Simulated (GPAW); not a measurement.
# Conductance along a series: a C chain with one atom pushed aside at constant bond length, part 2 of 2

Aim: how the conductance and the thermopower change along a series of junctions, a C chain with one atom pushed aside at constant bond length.

GPAW 26.7.0; GPAW LCAO, PAW setups; Landauer transmission from Green's functions with principal layers (ASE), zero bias.

So far, transmission at the Fermi level (one spin): step 2 (junction, offset 0.3 Å) 2.00; step 3 (another cell, offset 0.6 Å) 1.91; step 4 (another cell, offset 0.9 Å) 1.01. Also open channels of the lead at the Fermi level (one spin): step 2 2; step 3 2.

**6. K-points along the lead 40: lead_nz = 40**

The lead's own mesh along the current sets its density and potential; where the lead is aligned to the junction's end layer, a rigid shift drops out.

The input, run.py:

```python
import json
import numpy as np
from ase import Atoms
from ase.transport.calculators import TransportCalculator
from gpaw import GPAW, FermiDirac
from gpaw.lcao.tools import get_lcao_hamiltonian
from scipy.linalg import eigh

# The junction with lead layers at both ends, along the third cell vector
device = Atoms(
    ['C', 'C', 'C', 'C', 'C', 'C', 'C', 'C', 'C', 'C', 'C', 'C', 'C'],
    positions=[
        [4.50000, 4.50000, 0.64000],
        [4.50000, 4.50000, 1.92000],
        [4.50000, 4.50000, 3.20000],
        [4.50000, 4.50000, 4.48000],
        [4.50000, 4.50000, 5.76000],
        [4.50000, 4.50000, 7.04000],
        [5.10000, 4.50000, 8.17066],
        [4.50000, 4.50000, 9.30133],
        [4.50000, 4.50000, 10.58133],
        [4.50000, 4.50000, 11.86133],
        [4.50000, 4.50000, 13.14133],
        [4.50000, 4.50000, 14.42133],
        [4.50000, 4.50000, 15.70133]],
    cell=[[9.0, 0.0, 0.0], [0.0, 9.0, 0.0], [0.0, 0.0, 16.34133]],
    pbc=True)

# One principal layer of the lead: the first 4 atoms of the device
lead = Atoms(
    ['C', 'C', 'C', 'C'],
    positions=[
        [4.50000, 4.50000, 0.64000],
        [4.50000, 4.50000, 1.92000],
        [4.50000, 4.50000, 3.20000],
        [4.50000, 4.50000, 4.48000]],
    cell=[[9.0, 0.0, 0.0], [0.0, 9.0, 0.0], [0.0, 0.0, 5.12]],
    pbc=True)

settings = dict(mode='lcao', basis='dzp', xc='RPBE', h=0.2,
                occupations=FermiDirac(0.1), maxiter=250,
                mixer=dict(beta=0.1, nmaxold=8, weight=100.0),
                convergence=dict(density=0.0001))
energies = np.arange(-3, 3 + 1e-9, 0.075)
eta = 0.0001
n1, n2 = 1, 1
# k and -k transmit alike, so half of the mesh across the current serves
mesh = [(i, j) for i in range(n1) for j in range(n2) if (i, j) <= (-i % n1, -j % n2)]
weights = np.array([1 if (i, j) == (-i % n1, -j % n2) else 2 for i, j in mesh]) / (n1 * n2)

# [... helper functions left out ...]
fermi_lead = ground_state(lead, (1, 1, 40), 'lead.txt')
fermi_device = ground_state(device, (1, 1, 5), 'device.txt')
# [... loop over the mesh left out, but for ...]
        # Shift the lead onto the potential of the device's first layer
        shift = ((H[:, 0, 0] - H0[:, 0, 0]) / S0[0, 0]).real.mean()
# [...]
kT = 8.617333e-5 * 77
bias = [0.1, 0.2, 0.5, 1.0, 1.5, 2.0]
# [... integrals and printing left out ...]
```

Launch:

```bash
OMP_NUM_THREADS=1 OPENBLAS_NUM_THREADS=1 python run.py
```

Log:

```text
basis functions: device 169, principal layer 52
Fermi level: lead -4.1276 eV, device -4.1295 eV; lead shifted by 0.0305 eV
largest coupling past the next layer 1.03e-04 eV, largest misfit of the first layer 0.022 eV
  E-E_F (eV)   T (one spin)  channels
    -3.000    1.8095e+00    2.0000
    -2.925    1.8132e+00    2.0000
    -2.850    1.8170e+00    2.0000
    -2.775    1.8207e+00    2.0000
    -2.700    1.8245e+00    2.0000
    -2.625    1.8283e+00    2.0000
    -2.550    1.8322e+00    2.0000
    -2.475    1.8360e+00    2.0000
    -2.400    1.8399e+00    2.0000
    -2.325    1.8437e+00    2.0000
    -2.250    1.8475e+00    2.0000
    -2.175    1.8514e+00    2.0000
    -2.100    1.8551e+00    2.0000
    -2.025    1.8589e+00    2.0000
    -1.950    1.8626e+00    2.0000
    -1.875    1.8662e+00    2.0000
[...]
2.475    1.7046e+00    2.0000
     2.550    1.6912e+00    2.0000
     2.625    1.6773e+00    2.0000
     2.700    1.6628e+00    2.0000
     2.775    1.6479e+00    2.0000
     2.850    1.6325e+00    2.0000
     2.925    1.6166e+00    2.0000
     3.000    1.6002e+00    2.0000
conductance at 77 K: 1.9073 G0 a cell; thermopower 0.01166 uV/K
current from the zero-bias T(E) at 0.1 V: 14.778 uA
current from the zero-bias T(E) at 0.2 V: 29.554 uA
current from the zero-bias T(E) at 0.5 V: 73.872 uA
current from the zero-bias T(E) at 1.0 V: 147.64 uA
current from the zero-bias T(E) at 1.5 V: 221.21 uA
current from the zero-bias T(E) at 2.0 V: 294.46 uA
```

The job ended after 37 s (1 thread of Arm Neoverse N1, shared host; peak memory 0.53 GiB).

Numbers from this step:

| Property | Result |
| --- | --- |
| conductance | 1.907 G₀ |
| largest misfit of the first principal layer | 0.02194 eV |
| shift that aligns the lead | 0.03055 eV |
| transmission at the Fermi level (one spin) | 1.907 |

One spin. Table of transmission, zone mean by energy, zero at the Fermi level:

```
energy (eV)  transmission, zone mean
     -3.000                     1.81
     -2.475                     1.84
     -2.025                     1.86
     -1.500                     1.88
     -0.975                     1.90
     -0.525                     1.91
     -0.300                     1.91
      0.000                     1.91
      0.525                     1.90
      0.975                     1.87
      1.500                     1.83
      2.025                     1.77
      2.475                     1.70
      3.000                     1.60
```

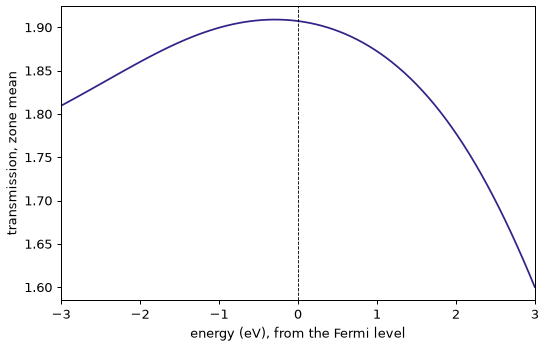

Transmission, zone mean against energy.

Crossings of the lead's bands, unfolded to its shortest repeat. The open channels, zone mean stays at 2 for energy from -3 to 3 eV.

Not self-consistent under bias; the bias window is split evenly. Current through one cell, from the zero-bias transmission against bias:

```
bias (V)  current through one cell, from the zero-bias transmission (μA)
   0.100                                                            14.8
   0.200                                                            29.6
   0.500                                                            73.9
   1.000                                                             148
   1.500                                                             221
   2.000                                                             294
```

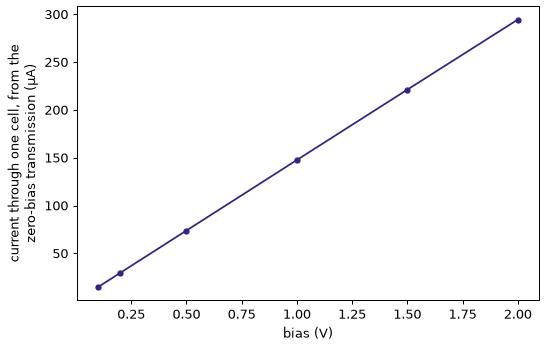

Current through one cell, from the zero-bias transmission against bias.

Table of transmission of the three most open eigenchannels by energy, zero at the Fermi level:

```
energy (eV)  channel 1  channel 2  channel 3
     -3.000      0.993      0.817          0
     -2.475      0.995      0.841          0
     -2.025      0.997      0.862          0
     -1.500      0.998      0.885          0
     -0.975      0.999      0.901          0
     -0.525      0.999      0.909          0
      0.000      0.999      0.908          0
      0.525      0.999      0.896          0
      0.975      0.999      0.875          0
      1.500      0.998      0.836          0
      2.025      0.997      0.777          0
      2.475      0.996      0.709          0
      3.000      0.994      0.606          0
```

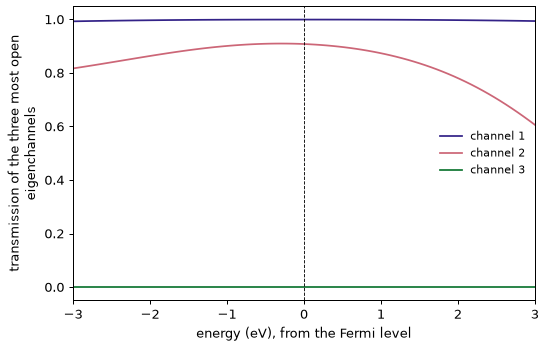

Transmission of the three most open eigenchannels, plotted against energy.

The conductance equals that of the unchanged run to 0.2 %.

**7. Results**

| Item | Value |
| --- | --- |
| conductance, first and last member | 2.00 and 1.01 G₀ |
| largest and smallest | 2.00 and 1.01 G₀ |

In words: As the sideways shift goes from 0.3 to 0.9 Å, the conductance goes from 2.00 to 1.01 G₀. The conductance falls at every step of the series. The geometry was built from estimated bond lengths and not relaxed, so the numbers describe this model structure. An evenly spaced straight chain is an idealisation: free chains tend to dimerise, zigzag or, where a band edge lies near the Fermi level, turn magnetic. The currents use the zero-bias T(E) throughout, which holds only while the bias is small against the distance to the nearest feature. The energy step is wider than the thermal energy, so the conductance and thermopower rest on interpolation of T(E).

[Logs are printed without paths, hosts, clocks, repeated set-up lines and the standing remarks that a program may print on its own settings, such as how far it seeks lower states.]

[Hosts, paths, dates, database ids (printed as entryN), source tags and the programs' standing remarks are cut or masked in the printed files.]
